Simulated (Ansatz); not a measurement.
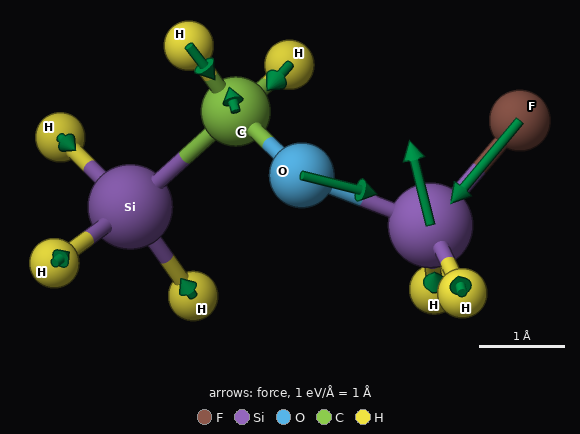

Starting geometry of CH$_{7}$FOSi$_{2}$ with the computed forces as green arrows. Style: ball-and-stick. Shown at a tilt.

The start comes from PBE-D4/def2-SVP.

Computed with RKS PBE0-D4/def2-TZVP in Ansatz 0.2.0. Settings: force threshold 0.005 eV/Å; at most 150 steps.

What follows when this structure is relaxed?

It isn't relaxed: the largest force vector, on the F atom, is 1.30 eV/Å. The final displacements have little in common with the starting forces (cosine between the two patterns 0.25). The energy falls by 10.4 kJ/mol in 30 accepted moves (32 points after the start). Largest force component: 1.2 eV/Å at the start, 0.0016 eV/Å at the end. The line search rejected the trial steps at points 11, 18 of the run. The largest move after the best rigid fit is that of an H atom, 1.35 Å. By element the largest moves are H 1.35 Å, F 1.28 Å, O 0.68 Å, C 0.52 Å, Si 0.30 Å. Some distances before and after: F–Si 1.639 → 1.597 Å, O–Si 1.666 → 1.626 Å, C–Si 1.915 → 1.891 Å, H–Si 1.504 → 1.485 Å. Among the angles between lasting bonds that change: O–C–H 108.0° → 110.1°. Groups turn about C–O by about 65°.
